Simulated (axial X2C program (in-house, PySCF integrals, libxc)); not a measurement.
**AuLi⁻: bond curves with and without spin–orbit coupling**

Aim: find the lowest determinant of AuLi⁻, scan the bond at several levels and fit the constants, once spin-free and once with spin–orbit coupling.

Computed with an in-house X2C program for linear molecules on PySCF integrals. Level: all-electron X2C, Au dyall-acv3z, Li dyall-av3z.

All values are calculated.

## 1. The job

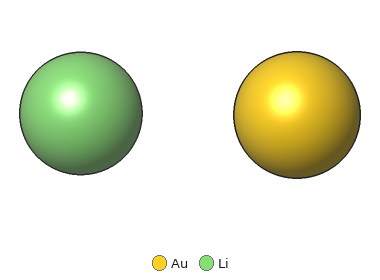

The two atoms at 2.570 Å (gold amber, lithium green).

Input file task.json:

```json
{"zs": [79, 3], "q": -1, "bas": ["dyall-acv3z", "dyall-av3z"], "levels": ["PBE0", "HF", "BHandHLYP"], "cc": true, "r0": 2.57, "thr": -2.0, "nmax": 90, "npts": 10, "nst": 2, "ntry": 6}
```

Keys: zs atomic numbers; q charge; bas basis sets; levels methods (HF also brings MP2); cc coupled cluster on or off; r0 starting distance in Å; thr threshold in hartree for freezing inner shells (an s shell follows its p shell); nmax most natural virtual spinors; npts points asked for on the curve; nst determinants followed; ntry starts of the search.

Started as:

```
python so2c.py task.json out
```

Spin-free means the one-electron spin-free X2C Hamiltonian; two-component (2c) means X2C with spin–orbit coupling and atomic mean-field two-electron Coulomb and Gaunt terms. Basis: Au dyall-acv3z contracted to [14s15p10d6f4g], Li dyall-av3z contracted to [9s9p3d]; Gaussian nuclei, density fitting. Masses: Au 196.967 u, Li 7.016 u.

Notation: σ, π±, δ± give the projection m of an orbital's angular momentum (0, ±1, ±2), α and β its spin, Λ and M_S the sums; ω is the projection of a spinor's total angular momentum and Ω the sum. Logs are in hartree.

The results follow Hamiltonian by Hamiltonian and level by level.

## 2. State search with PBE0

PBE0 moves the distance from 2.570 Å to 2.428 Å and compares determinants there.

Spin-free determinants:

| ΔE (eV) | state | open shells |
| --- | --- | --- |
| 0.00 | M_S = 1/2, Λ = 0 | beyond closed shells: σα |
| 0.67 | M_S = 1/2, Λ = 1 | beyond closed shells: π+α |
| 3.15 | M_S = 3/2, Λ = 1 | beyond closed shells: 2 × σα, π+α |
| 3.33 | M_S = 3/2, Λ = 0 | beyond closed shells: 3 × σα |
| 3.45 | M_S = 1/2, Λ = 1 | beyond closed shells: 2 × σα, π+β |
| 5.08 | M_S = 1/2, Λ = 2 | beyond closed shells: 2 × σα, δ+α, δ+β, δ-β |

Two-component determinants:

```tsv
ΔE (eV)	state	open shells
0.00	Ω = 1/2	excess of +ω over −ω: ω = 1/2
0.67	Ω = 3/2	excess of +ω over −ω: ω = 3/2
3.21	Ω = 5/2	excess of +ω over −ω: 2 × ω = 1/2, ω = 3/2
3.30	Ω = 3/2	excess of +ω over −ω: 3 × ω = 1/2
3.45	Ω = 1/2	excess of +ω over −ω: 2 × ω = -1/2, ω = 3/2
4.17	Ω = 5/2	excess of +ω over −ω: ω = 5/2
4.22	Ω = 3/2	excess of +ω over −ω: 2 × ω = -1/2, ω = 5/2
```

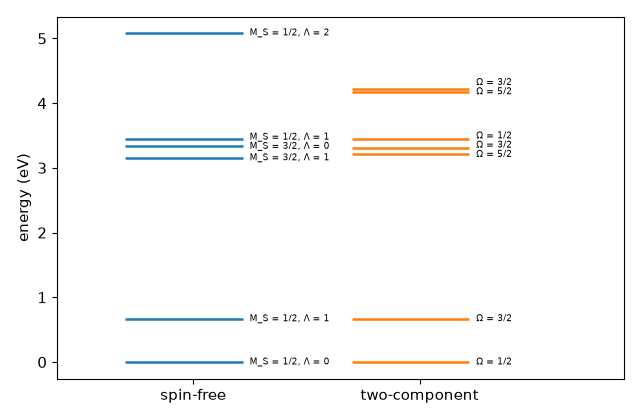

The determinants found, each set from its own lowest.

## 3. PBE0, spin-free

State followed: M_S = 1/2, Λ = 0 (beyond closed shells: σα). The scan is laid around 2.428 Å, a first estimate of the minimum, and this SCF restarts from the orbitals of the search.

The SCF at the reference distance of 2.428 Å:

```text
spin-free X2C-1e  PBE0
basis functions 238  fitting functions 1116  grid points 5083
iter        total energy     max residual
   1     -19022.156177426     1.40e-05
   2     -19022.156177441     1.55e-05
   3     -19022.156177452     5.40e-06
   4     -19022.156177457     4.32e-06
   5     -19022.156177460     4.30e-07
   6     -19022.156177460     1.64e-07
converged
one-electron -26195.00634199  Coulomb 7492.78309225  exact exchange -91.47745227  xc functional -280.10909943  nuclear repulsion 51.65362397
```

Along the bond, energies from the lowest point:

```
R (Å)  E (eV)   μ (D)  HOMO (eV)  LUMO (eV)  iterations
2.209  0.0911  -12.16       0.53       1.26          13
2.282  0.0360  -11.70       0.51       1.27          13
2.355  0.0083  -11.28       0.50       1.28          12
2.428  0.0000  -10.90       0.47       1.29           6
2.513  0.0103  -10.48       0.44       1.30          12
2.598  0.0364  -10.10       0.41       1.30          12
2.707  0.0849   -9.65       0.37       1.31          12
```

Dipoles are positive if Li is the positive end and refer to the centre of mass.

Outer orbitals at the reference distance:

| symmetry | occupied | ε (eV) | atomic character |
| --- | --- | --- | --- |
| σα | yes | -3.68 | 93% Au d, 3% Li p, 2% Au s |
| σβ | yes | -3.66 | 93% Au d, 3% Li p |
| π-α | yes | -3.46 | 98% Au d |
| π+α | yes | -3.46 | 98% Au d |
| π-β | yes | -3.45 | 98% Au d |
| π+β | yes | -3.45 | 98% Au d |
| δ-α | yes | -3.27 | 100% Au d |
| δ+α | yes | -3.27 | 100% Au d |
| δ-β | yes | -3.26 | 100% Au d |
| δ+β | yes | -3.26 | 100% Au d |
| σα | yes | -2.05 | 59% Au s, 19% Li s, 13% Li p |
| σβ | yes | -2.00 | 59% Au s, 17% Li s, 16% Li p |
| σα | yes | 0.47 | 41% Li p, 38% Li s, 15% Au p |
| σα | no | 1.29 | 88% Li p, 9% Li s, 3% Au p |
| π-α | no | 1.30 | 100% Li p |
| π+α | no | 1.30 | 100% Li p |
| σα | no | 1.58 | 68% Li s, 19% Au p, 10% Li p |

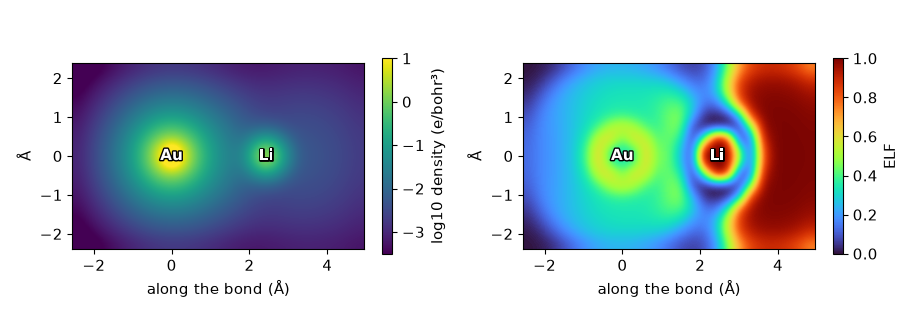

PBE0 fields in a plane through the axis, from a grid of 0.3 Å; Au lies at z = 0 and Li at z = 2.428 Å; the ELF is damped to zero where the density is low.

Re = 2.427 Å, ωe = 344 cm⁻¹, Be = 0.4226 cm⁻¹, De = 1.36 eV, μ = -10.91 D.

## 4. HF, spin-free

Output at 2.428 Å:

```text
spin-free X2C-1e  HF
basis functions 238  fitting functions 1116  grid points 5083
iter        total energy     max residual
   1     -19016.479434829     1.26e+00
   2     -19016.516508404     1.65e-02
   3     -19016.517702363     1.93e-02
   4     -19016.519289049     1.40e-03
   5     -19016.519443283     6.41e-04
   6     -19016.519491867     3.96e-04
   7     -19016.519508194     3.21e-04
   8     -19016.519519299     2.93e-04
   9     -19016.519537220     2.48e-04
  10     -19016.519556285     1.83e-04
  11     -19016.519568708     9.49e-05
  12     -19016.519571711     2.91e-05
  13     -19016.519572016     1.81e-05
  14     -19016.519572144     8.34e-06
  15     -19016.519572181     2.99e-06
  16     -19016.519572185     7.58e-07
  17     -19016.519572185     3.57e-07
converged
one-electron -26197.50895368  Coulomb 7495.45805881  exact exchange -366.12230128  xc functional 0.00000000  nuclear repulsion 51.65362397
```

No constants are quoted: too few points lie around the minimum for a second fit to confirm the first.

## 5. BHandHLYP, spin-free

The SCF at the reference distance of 2.428 Å:

```text
spin-free X2C-1e  BHandHLYP
basis functions 238  fitting functions 1116  grid points 5083
iter        total energy     max residual
   1     -19022.168766799     4.32e-01
   2     -19022.172072145     7.73e-03
   3     -19022.171672880     1.17e-02
   4     -19022.172461345     2.02e-04
   5     -19022.172464166     1.37e-04
   6     -19022.172465063     5.47e-05
   7     -19022.172465295     2.42e-05
   8     -19022.172465361     1.70e-05
   9     -19022.172465407     7.86e-06
  10     -19022.172465419     1.01e-06
  11     -19022.172465419     5.31e-07
converged
one-electron -26196.22282558  Coulomb 7494.05737185  exact exchange -182.99372260  xc functional -188.66691305  nuclear repulsion 51.65362397
```

Re = 2.435 Å, ωe = 338 cm⁻¹, Be = 0.4196 cm⁻¹, De = 1.27 eV, μ = -10.94 D.

## 6. MP2 and beyond, spin-free

Correlated methods: 13 electrons correlated (frozen shells, counted by type: Au 5 s, 4 p, 2 d, 1 f; Li 1 s), 297 virtual spinors in MP2, 89 natural virtuals in coupled cluster.

Output of the correlated part at 2.428 Å:

```text
correlated 13  virtual 297  natural virtual 89  E(MP2) -0.450551646  MP2 remainder -0.020588915
iter   CCSD correlation   residual
   1     -0.378760089   1.66e-01
   2     -0.393041368   6.20e-02
   3     -0.395521071   2.52e-02
   4     -0.395495008   8.64e-03
   5     -0.395617551   4.04e-03
   6     -0.395654516   1.52e-03
   7     -0.395649317   5.97e-04
   8     -0.395651781   1.91e-04
   9     -0.395651738   8.37e-05
  10     -0.395652678   3.15e-05
  11     -0.395652243   1.08e-05
  12     -0.395652299   3.68e-06
  13     -0.395652270   1.47e-06
  14     -0.395652251   6.72e-07
(T) -0.021486770  T1 0.0385  D1 0.0956  max T2 0.063
```

T1 in the output is the amplitude norm over the root of the electron number; divide by √2 for the Lee–Taylor value.

MP2: Re = 2.395 Å, ωe = 386 cm⁻¹, Be = 0.4338 cm⁻¹, De = 1.44 eV.

CCSD: Re = 2.451 Å, ωe = 342 cm⁻¹, ωexe = 3.26 cm⁻¹, Be = 0.4143 cm⁻¹, De = 1.34 eV. T1 at Re = 0.028 (Lee–Taylor, the printed value over √2).

CCSD(T): Re = 2.447 Å, ωe = 347 cm⁻¹, ωexe = 3.23 cm⁻¹, Be = 0.4156 cm⁻¹, De = 1.35 eV. T1 at Re = 0.027 (Lee–Taylor, the printed value over √2).

## 7. A higher determinant, spin-free

State: M_S = 1/2, Λ = 1 (beyond closed shells: π+α).

Output at the reference distance:

```text
spin-free X2C-1e  PBE0
basis functions 238  fitting functions 1116  grid points 5083
iter        total energy     max residual
   1     -19022.131668318     4.64e-06
   2     -19022.131668323     3.07e-06
   3     -19022.131668325     8.28e-07
   4     -19022.131668325     4.94e-07
converged
one-electron -26189.32356222  Coulomb 7487.05518758  exact exchange -91.46082221  xc functional -280.05609544  nuclear repulsion 51.65362397
```

```csv
R (Å),E above the lowest PBE0 point (eV)
2.209,0.632
2.282,0.618
2.355,0.632
2.428,0.667
2.513,0.728
2.598,0.806
2.707,0.920
```

Re = 2.278 Å, ωe = 463 cm⁻¹, Be = 0.4795 cm⁻¹, μ = -14.55 D. Te = 0.62 eV.

## 8. The spin-free curves together

Energy (eV) of the followed determinant, spin-free, from each level's lowest point:

```csv
R (Å),PBE0,HF,MP2,CCSD,CCSD(T),BHandHLYP
2.209,0.091,0.183,0.078,0.114,0.113,0.096
2.282,0.036,0.102,0.025,0.050,0.049,0.040
2.355,0.008,0.049,0.001,0.014,0.014,0.010
2.428,0.000,0.017,0.000,0.000,0.000,0.000
2.513,0.010,0.000,0.021,0.005,0.005,0.008
2.598,0.036,0.001,0.059,0.026,0.028,0.032
2.707,0.085,0.020,0.126,0.071,0.075,0.077
```

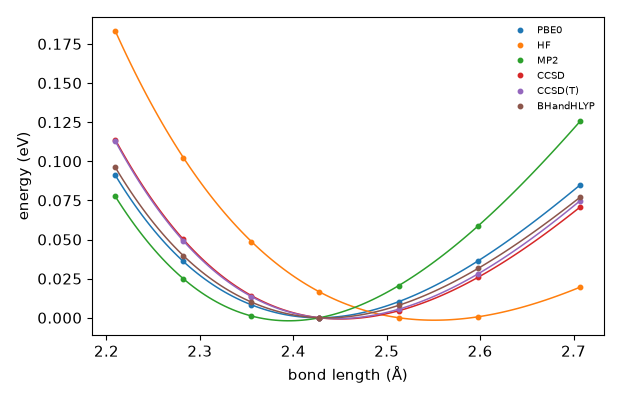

Curves of the followed state, spin-free, each from its own lowest point.

## 9. PBE0, 2c

State followed: Ω = 1/2 (excess of +ω over −ω: ω = 1/2). The scan is laid around 2.428 Å, a first estimate of the minimum, and this SCF restarts from the orbitals of the search.

Output at 2.428 Å:

```text
two-component X2C + atomic mean field  PBE0
basis functions 238  fitting functions 1116  grid points 5083
iter        total energy     max residual
   1     -19024.617420919     1.87e-06
   2     -19024.617420919     1.10e-06
converged
one-electron -26176.92164896  Coulomb 7489.90740295  exact exchange -91.45904599  xc functional -280.12172977  nuclear repulsion 51.65362397  atomic mean-field constant -17.67602311
```

Along the bond, energies from the lowest point:

| R (Å) | E (eV) | μ (D) | HOMO (eV) | LUMO (eV) | iterations |
| --- | --- | --- | --- | --- | --- |
| 2.209 | 0.0885 | -12.13 | 0.53 | 1.26 | 15 |
| 2.282 | 0.0345 | -11.67 | 0.51 | 1.27 | 14 |
| 2.355 | 0.0076 | -11.25 | 0.49 | 1.28 | 12 |
| 2.428 | 0.0000 | -10.87 | 0.47 | 1.29 | 2 |
| 2.513 | 0.0109 | -10.45 | 0.44 | 1.30 | 13 |
| 2.598 | 0.0375 | -10.08 | 0.41 | 1.30 | 12 |
| 2.707 | 0.0865 | -9.63 | 0.36 | 1.31 | 14 |

Dipoles are positive if Li is the positive end and refer to the centre of mass.

Outer spinors at the reference distance:

```
   ω  occupied  ε (eV)              atomic character     λ mixture
 1/2       yes   -4.50                      97% Au d  53% π, 47% σ
-1/2       yes   -4.50                      98% Au d  54% π, 46% σ
-3/2       yes   -4.28                     100% Au d  76% δ, 24% π
 3/2       yes   -4.28                     100% Au d  75% δ, 25% π
 1/2       yes   -3.07    91% Au d, 4% Au s, 3% Li p  54% σ, 46% π
-1/2       yes   -3.06    91% Au d, 3% Li p, 3% Au s  55% σ, 45% π
 3/2       yes   -2.87                      98% Au d  75% π, 25% δ
-3/2       yes   -2.86                      98% Au d  76% π, 24% δ
 5/2       yes   -2.71                     100% Au d        100% δ
-5/2       yes   -2.70                     100% Au d        100% δ
 1/2       yes   -2.05  57% Au s, 18% Li s, 13% Li p   99% σ, 1% π
-1/2       yes   -2.00  57% Au s, 16% Li s, 16% Li p   99% σ, 1% π
 1/2       yes    0.47  41% Li p, 38% Li s, 15% Au p        100% σ
 1/2        no    1.29   87% Li p, 10% Li s, 3% Au p        100% σ
-1/2        no    1.30                     100% Li p        100% π
 3/2        no    1.30                     100% Li p        100% π
 1/2        no    1.60  66% Li s, 21% Au p, 11% Li p        100% σ
```

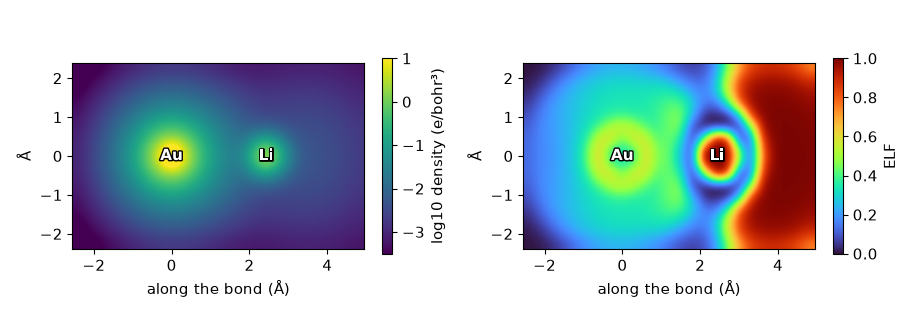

PBE0 fields in a plane through the axis, from a grid of 0.3 Å; Au lies at z = 0 and Li at z = 2.428 Å; the ELF is damped to zero where the density is low.

Re = 2.424 Å, ωe = 344 cm⁻¹, Be = 0.4235 cm⁻¹, De = 1.36 eV, μ = -10.89 D.

## 10. HF, 2c

Output at 2.428 Å:

```text
two-component X2C + atomic mean field  HF
basis functions 238  fitting functions 1116  grid points 5083
iter        total energy     max residual
   1     -19018.872829117     1.26e+00
   2     -19018.910067414     1.64e-02
   3     -19018.911260574     1.92e-02
   4     -19018.912823502     1.39e-03
   5     -19018.912979427     6.37e-04
   6     -19018.913030347     4.15e-04
   7     -19018.913048947     3.38e-04
   8     -19018.913061882     3.10e-04
   9     -19018.913083509     2.69e-04
  10     -19018.913108573     2.13e-04
  11     -19018.913130564     1.17e-04
  12     -19018.913138089     6.96e-05
  13     -19018.913139490     5.22e-05
  14     -19018.913140293     3.72e-05
  15     -19018.913140865     2.55e-05
  16     -19018.913141126     1.49e-05
  17     -19018.913141295     6.82e-06
  18     -19018.913141335     3.21e-06
  19     -19018.913141339     9.38e-07
  20     -19018.913141339     4.37e-07
converged
one-electron -26179.41335096  Coulomb 7492.57035182  exact exchange -366.04774304  xc functional 0.00000000  nuclear repulsion 51.65362397  atomic mean-field constant -17.67602311
```

No constants are quoted: too few points lie around the minimum for a second fit to confirm the first.

## 11. BHandHLYP, 2c

The SCF at the reference distance of 2.428 Å:

```text
two-component X2C + atomic mean field  BHandHLYP
basis functions 238  fitting functions 1116  grid points 5083
iter        total energy     max residual
   1     -19024.611387948     4.31e-01
   2     -19024.614714586     7.68e-03
   3     -19024.614319858     1.17e-02
   4     -19024.615100273     2.02e-04
   5     -19024.615103175     1.44e-04
   6     -19024.615104109     5.64e-05
   7     -19024.615104365     2.43e-05
   8     -19024.615104442     1.74e-05
   9     -19024.615104498     8.38e-06
  10     -19024.615104512     1.32e-06
  11     -19024.615104512     5.90e-07
converged
one-electron -26178.13157117  Coulomb 7491.17463769  exact exchange -182.95671157  xc functional -188.67906031  nuclear repulsion 51.65362397  atomic mean-field constant -17.67602311
```

Re = 2.432 Å, ωe = 338 cm⁻¹, Be = 0.4207 cm⁻¹, De = 1.28 eV, μ = -10.94 D.

## 12. MP2 and beyond, 2c

Correlated methods: 13 electrons correlated (frozen shells, counted by type: Au 5 s, 4 p, 2 d, 1 f; Li 1 s), 297 virtual spinors in MP2, 90 natural virtuals in coupled cluster.

Output of the correlated part at 2.428 Å:

```text
correlated 13  virtual 297  natural virtual 90  E(MP2) -0.450166676  MP2 remainder -0.020009745
iter   CCSD correlation   residual
   1     -0.379120184   1.66e-01
   2     -0.393439229   6.28e-02
   3     -0.396024852   2.65e-02
   4     -0.396017410   9.48e-03
   5     -0.396170426   4.63e-03
   6     -0.396215117   1.72e-03
   7     -0.396209282   6.47e-04
   8     -0.396212379   2.07e-04
   9     -0.396212207   9.19e-05
  10     -0.396213249   3.49e-05
  11     -0.396212765   1.28e-05
  12     -0.396212833   5.22e-06
  13     -0.396212796   2.56e-06
  14     -0.396212772   1.35e-06
  15     -0.396212777   5.79e-07
(T) -0.021554369  T1 0.0402  D1 0.1019  max T2 0.057
```

MP2: Re = 2.389 Å, ωe = 388 cm⁻¹, Be = 0.4359 cm⁻¹, De = 1.43 eV.

CCSD: Re = 2.447 Å, ωe = 343 cm⁻¹, ωexe = 3.24 cm⁻¹, Be = 0.4156 cm⁻¹, De = 1.34 eV. T1 at Re = 0.029 (Lee–Taylor, the printed value over √2).

CCSD(T): Re = 2.443 Å, ωe = 348 cm⁻¹, ωexe = 3.21 cm⁻¹, Be = 0.4168 cm⁻¹, De = 1.36 eV. T1 at Re = 0.029 (Lee–Taylor, the printed value over √2).

## 13. A higher determinant, 2c

State: Ω = 3/2 (excess of +ω over −ω: ω = 3/2).

Output at the reference distance:

```text
two-component X2C + atomic mean field  PBE0
basis functions 238  fitting functions 1116  grid points 5083
iter        total energy     max residual
   1     -19024.592816482     1.59e-06
   2     -19024.592816483     1.71e-06
converged
one-electron -26171.12888463  Coulomb 7484.06919243  exact exchange -91.44236772  xc functional -280.06835742  nuclear repulsion 51.65362397  atomic mean-field constant -17.67602311
```

| R (Å) | E above the lowest PBE0 point (eV) |
| --- | --- |
| 2.209 | 0.632 |
| 2.282 | 0.619 |
| 2.355 | 0.634 |
| 2.428 | 0.670 |
| 2.513 | 0.731 |
| 2.598 | 0.810 |
| 2.707 | 0.925 |

Re = 2.275 Å, ωe = 464 cm⁻¹, Be = 0.4806 cm⁻¹, μ = -14.74 D. Te = 0.62 eV.

## 14. The 2c curves together

Energy (eV) of the followed determinant, 2c, from each level's lowest point:

```csv
R (Å),PBE0,HF,MP2,CCSD,CCSD(T),BHandHLYP
2.209,0.088,0.179,0.073,0.110,0.110,0.093
2.282,0.035,0.100,0.022,0.048,0.047,0.038
2.355,0.008,0.047,0.000,0.013,0.013,0.009
2.428,0.000,0.016,0.000,0.000,0.000,0.000
2.513,0.011,0.000,0.023,0.005,0.006,0.009
2.598,0.037,0.001,0.062,0.028,0.030,0.033
2.707,0.086,0.021,0.131,0.073,0.077,0.079
```

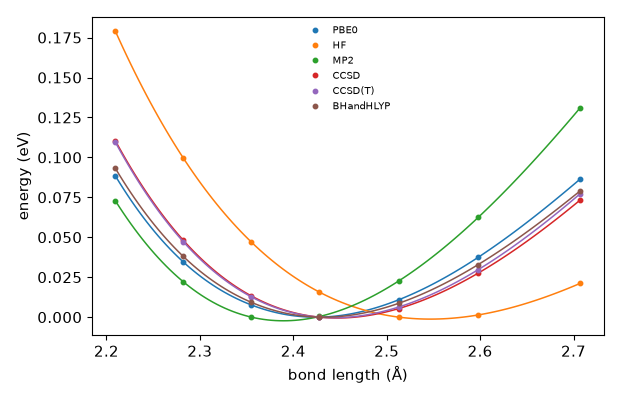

Curves of the followed state, 2c, each from its own lowest point.

The whole job took 4.5 min on 1 thread of Arm Neoverse V1, shared host.

## 15. What came out

Lowest determinant that the search found at its distance, spin-free: M_S = 1/2, Λ = 0 (beyond closed shells: σα).

Lowest determinant that the search found at its distance, 2c: Ω = 1/2 (excess of +ω over −ω: ω = 1/2).

```tsv
Hamiltonian	level	Re (Å)	ωe (cm⁻¹)	De (eV)
spin-free	PBE0	2.427	344	1.36
spin-free	MP2	2.395	386	1.44
spin-free	CCSD	2.451	342	1.34
spin-free	CCSD(T)	2.447	347	1.35
spin-free	BHandHLYP	2.435	338	1.27
2c	PBE0	2.424	344	1.36
2c	MP2	2.389	388	1.43
2c	CCSD	2.447	343	1.34
2c	CCSD(T)	2.443	348	1.36
2c	BHandHLYP	2.432	338	1.28
```

No constants: spin-free HF (too few points lie around the minimum for a second fit to confirm the first); 2c HF (too few points lie around the minimum for a second fit to confirm the first).

Time per point (s) on 1 thread of Arm Neoverse V1, shared host (2c runs; CCSD comes with the CCSD(T) run); the times are rough: PBE0 1.2, MP2 2, CCSD(T) 7.3, BHandHLYP 1.4.

In words: At CCSD(T), going from spin-free to two-component changes Re by -4 mÅ, ωe by +0.3 %, which is small (part of it comes from the scalar share of the two-electron terms). De moves by 0.00 eV; both De rest on single-determinant atoms, which can miss part of an open shell's spin–orbit lowering. The highest occupied level is positive at the mean-field levels quoted, but negative in the Hartree–Fock runs, so self-interaction plays a part.

De refers to Au- + Li, each in the lowest determinant found, which need not be this curve's own limit. Each curve is one determinant whose occupation by symmetry is held fixed; it was picked as the lowest of a PBE0 search that is not exhaustive. De is counted from the lowest determinant-based energies of the atoms at the same level, without counterpoise correction. Density functionals use the spin component along the axis (collinear). CCSD and (T) use frozen natural virtuals with an MP2 correction for the truncation. T1 at Re is 0.029 (Lee–Taylor), above the customary mark of 0.02.
